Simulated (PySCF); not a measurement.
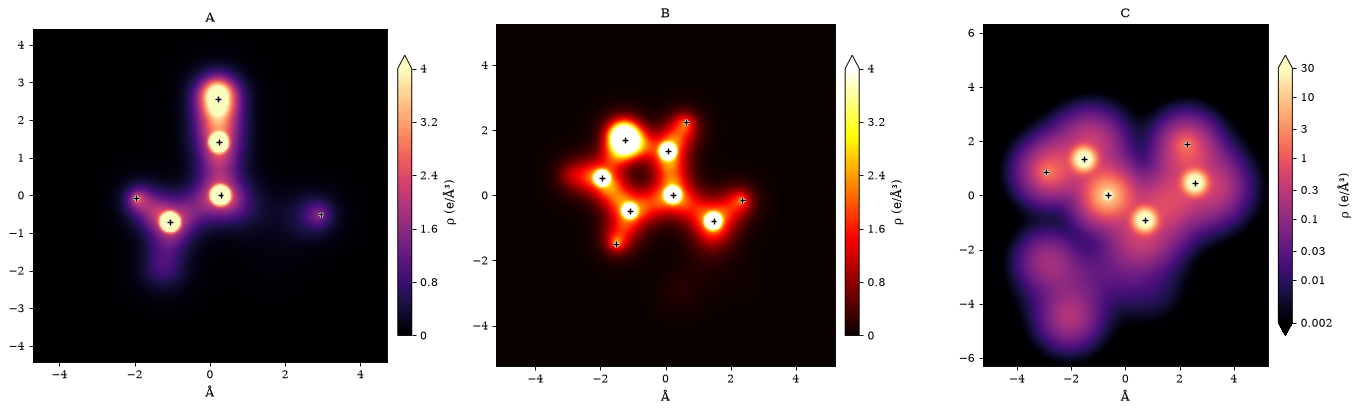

The total electron density of 3 systems, each on a plane through atoms (crosses mark nuclei in the plane).

These are results of PBE0/pcSseg-1, SCF density, gas phase, non-relativistic in PySCF, not measurements.

System 1: C5H8OSi (SMILES [SiH3]Cc1ccoc1), the plane of atoms C2, C3 and C7. Geometry: GFN2-xTB, MD frame at 250 fs, 300 K.

```xyz
15

Si   -2.4717    0.5605   -0.0168
C    -1.2698   -0.9278   -0.2478
C     0.1369   -0.4355   -0.2916
C     0.6814    0.6343    0.4811
C     1.9532    0.8111    0.1598
O     2.2557   -0.0137   -0.8994
C     1.1369   -0.7658   -1.1425
H    -2.2601    1.6294   -0.9670
H    -3.8259    0.0155   -0.2030
H    -2.1931    1.0591    1.2761
H    -1.4857   -1.5619   -1.1381
H    -1.3047   -1.5708    0.6965
H     0.3213    1.1387    1.3833
H     2.6703    1.5910    0.3552
H     1.3576   -1.4374   -1.9099
```

System 2: C5H9NOSi, the plane of atoms C5, C3 and H12. Geometry: GFN2-xTB.

```xyz
17

C     2.2377    0.5713    0.1866
O     1.3325   -0.1605   -0.6090
C     0.4634   -0.9457    0.1285
C    -0.7902   -1.3953   -0.5252
C    -0.8673   -0.3548    0.5777
Si   -1.3104    1.4291    0.0988
C    -1.3467   -0.7825    1.8348
N    -1.7270   -1.1044    2.8679
H     1.7104    1.2514    0.8650
H     2.8724   -0.1000    0.7763
H     2.8545    1.1468   -0.5001
H     0.9594   -1.6253    0.8230
H    -0.9691   -1.0508   -1.5320
H    -1.1489   -2.3940   -0.3211
H    -0.9957    2.2840    1.2451
H    -0.5384    1.7997   -1.0816
H    -2.7434    1.4430   -0.1952
```

System 3: H12O2Si5, the plane of atoms Si3, Si2 and O4. Geometry: GFN2-xTB.

```xyz
19

O     0.0123    0.6091   -2.2589
Si   -0.1140    0.7852   -0.6330
Si   -1.3451    2.7355   -0.4546
O    -1.0210   -0.4925   -0.1088
Si   -2.3132   -1.2590    0.4671
Si    1.9051    0.2708    0.3889
Si    2.5686   -1.9540    0.2712
H     0.1431   -0.2401   -2.6731
H    -0.7458    3.6153    0.5607
H    -2.7410    2.5290   -0.0364
H    -1.4072    3.5217   -1.6922
H    -1.8792   -2.6485    0.5965
H    -3.4107   -1.1061   -0.4883
H    -2.6458   -0.6530    1.7561
H     2.9704    1.1307   -0.1682
H     1.8571    0.6934    1.8037
H     1.4195   -2.8495    0.0851
H     3.2761   -2.4510    1.4567
H     3.4610   -2.2278   -0.8649
```

Question: Which map belongs to which system?

Answer: Panel A is system 2, C5H9NOSi: the plane holds C, N and H. C–N (1.15 Å): the density is about 3.5 e/Å³ at the midpoint. Panel B is system 1, C5H8OSi: the plane holds C, O and H. C–C (1.32 Å): the density is about 2.4 e/Å³ at the midpoint. Panel C is system 3, H12O2Si5: the plane holds Si, O and H. Si–O (1.61 Å): ρ at the midpoint is about 1.2 e/Å³.
